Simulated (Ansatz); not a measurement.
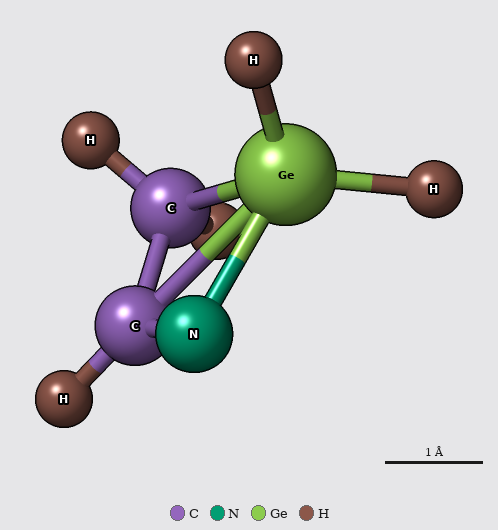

Figure 1. The structure (ball-and-stick view, seen at a tilt). Sticks mark near contacts. Bond lengths as drawn: C–C 1.52 Å, C–Ge 2.01 to 2.32 Å, C–H 1.09 to 1.10 Å, C–N 1.29 Å, Ge–H 1.55 Å and Ge–N 1.94 Å.

C$_{2}$H$_{5}$GeN: frequency calculation

System: C$_{2}$H$_{5}$GeN.
Method: B3LYP/6-31G*, RKS (Ansatz 0.2.0).

The geometry was optimised with B3LYP/6-31G*. Figures and captions count atoms from 1; the log counts them from 0 in places.

The input:
```yaml
crystal:
  periodic: [false, false, false]
  atoms:
    - symbol: C
      position_ang: [-0.191168, -0.555871, -1.085628]
    - symbol: "N"
      position_ang: [1.039967, -0.187194, -1.155205]
    - symbol: Ge
      position_ang: [0.911896, 0.567957, 0.623733]
    - symbol: C
      position_ang: [-0.896346, -0.201733, 0.216040]
    - symbol: H
      position_ang: [-0.681458, -1.086728, -1.915070]
    - symbol: H
      position_ang: [1.070169, 2.105786, 0.694198]
    - symbol: H
      position_ang: [1.793546, -0.122161, 1.692083]
    - symbol: H
      position_ang: [-1.732348, 0.496874, 0.106962]
    - symbol: H
      position_ang: [-1.225857, -1.063330, 0.805887]
basis:
  gaussian: {orbitals: "6-31G*"}
hamiltonian: {xc: {name: B3LYP}}
phonons: {temperatures: {t_min: 298.15, t_max: 298.15, t_step: 1}}
```

Launched with:
```bash
ansatz run in.yaml --threads 1 --pin off --max-ram 3480MiB --events-out events.jsonl --progress --plain --runs-dir runs
```

Output:
```
Functional definition: B3LYP
  name "B3LYP"
  parameter a0 = 0.2
  parameter ax = 0.72
  parameter ac = 0.81
  exchange = (1 - a0 - ax)*slater_x + ax*b88_x + a0*exact_x
  correlation = (1 - ac)*vwn_rpa_c + ac*lyp_c
1007 factors; integrals over basis functions are off by at most 3.4e-4 eV
mean field evaluation 1: about -60148.5038 eV, gradient 5.7e1 eV
mean field evaluation 2: about -60132.8193 eV, gradient 9.5e1 eV
mean field evaluation 4: about -60155.6059 eV, gradient 9.6e0 eV
mean field evaluation 8: about -60155.8271 eV, gradient 1.2e-1 eV
mean field evaluation 16: about -60155.8271 eV, gradient 1.0e-5 eV
mean field -60155.82714934 eV, -2210.6858726541 hartree, gradient 1.0e-5 eV, S^2 0.000000; 0 other end points of the search recorded, 0 dependent functions left out
the calculation of the forces begins
reference -60155.82737157 eV, -2210.6858808207 hartree; 28, 28 occupied and 62, 62 virtual orbitals, 1007 factors
these checks for a lower state are left out or cut short: stability, starts, cluster_reference, orbital_swaps, neighbouring_geometries, increment
1007 factors; integrals over basis functions are off by at most 3.4e-4 eV
mean field -60155.82692332 eV, -2210.6858643482 hartree, gradient 1.2e-6 eV, S^2 0.000000; 0 other end points of the search recorded, 0 dependent functions left out
[... from here on the field's lines of each further geometry are left out, up to the last ...]
the calculation of the forces begins
reference -60155.82733268 eV, -2210.6858793919 hartree; 28, 28 occupied and 62, 62 virtual orbitals, 1007 factors
these checks for a lower state are left out or cut short: stability, starts, cluster_reference, orbital_swaps, neighbouring_geometries, increment
1007 factors; integrals over basis functions are off by at most 3.4e-4 eV
mean field -60155.82711070 eV, -2210.6858712342 hartree, gradient 1.5e-6 eV, S^2 0.000000; 0 other end points of the search recorded, 0 dependent functions left out
the calculation of the forces begins
reference -60155.82733292 eV, -2210.6858794006 hartree; 28, 28 occupied and 62, 62 virtual orbitals, 1007 factors
Total energy: -60155.82737157 eV, -2210.6858808207 hartree
Atom 0 at    -0.191168    -0.555871    -1.085628 Å, force    -0.000413    -0.000000     0.000361 eV/Å
Atom 1 at     1.039967    -0.187194    -1.155205 Å, force     0.000804    -0.000208    -0.000201 eV/Å
Atom 2 at     0.911896     0.567957     0.623733 Å, force    -0.000312    -0.000013    -0.000809 eV/Å
Atom 3 at    -0.896346    -0.201733     0.216040 Å, force    -0.000925    -0.000252     0.000630 eV/Å
Atom 4 at    -0.681458    -1.086728    -1.915070 Å, force     0.000210     0.000088    -0.000409 eV/Å
Atom 5 at     1.070169     2.105786     0.694198 Å, force    -0.000125     0.000249     0.000148 eV/Å
Atom 6 at     1.793546    -0.122161     1.692083 Å, force    -0.000086    -0.000175     0.000131 eV/Å
Atom 7 at    -1.732348     0.496874     0.106962 Å, force     0.000521    -0.000017     0.000202 eV/Å
Atom 8 at    -1.225857    -1.063330     0.805887 Å, force     0.000327     0.000328    -0.000054 eV/Å
Dipole moment:    -0.380205     0.032306     0.347844 e Å
Vibrations: 244.83 456.80 461.61 533.07 574.53 660.43 751.98 829.80 870.68 871.97 930.44 1119.75 1144.97 1317.03 1467.95 1636.02 2087.54 2106.58 3048.85 3077.24 3128.63 cm⁻¹, zero-point energy 1.693668 eV
```

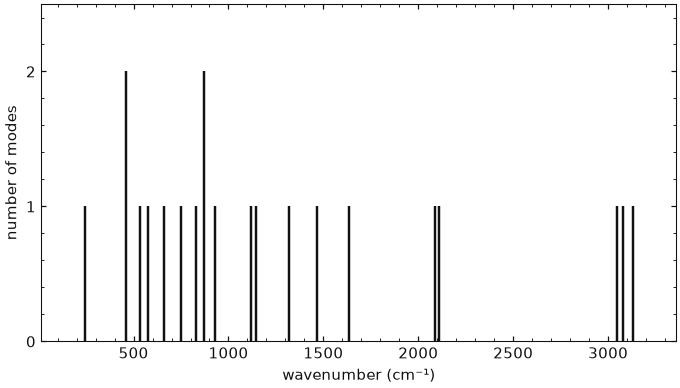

Figure 2. Harmonic vibrational wavenumbers from the force constants; neighbouring modes closer than 13 cm⁻¹ are counted in one stick. 21 modes from 245 to 3129 cm⁻¹, none imaginary.

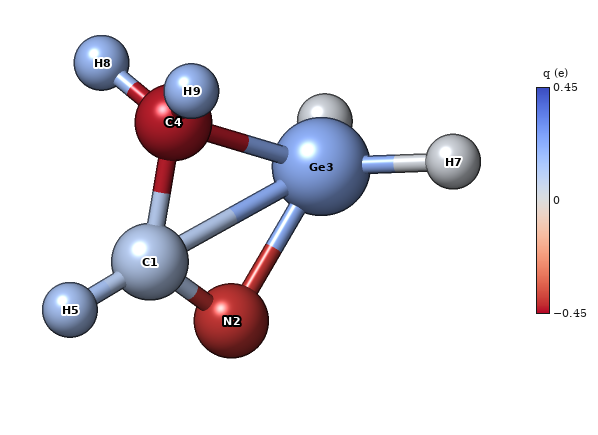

Figure 3. Mulliken charges, as the colour of each atom (ball-and-stick view, seen at a tilt; atoms are numbered from 1 in the order of the input; Mulliken charges depend strongly on the basis). By element: C −0.43 to +0.10, N −0.40, Ge +0.21 and H +0.02 to +0.17 e.

Summary:

```tsv
quantity	value
outcome	converged
total energy	−2210.685881 hartree
basis functions	90
largest force	0.001 eV/Å
zero-point energy	0.062241 hartree
dipole moment	2.48 D
wavenumbers, lowest and highest	245 and 3129 cm⁻¹
hardware	1 thread of Arm Neoverse V2, 112 GiB of memory available, shared host
wall time	3.1 min
peak memory	0.19 GiB
```
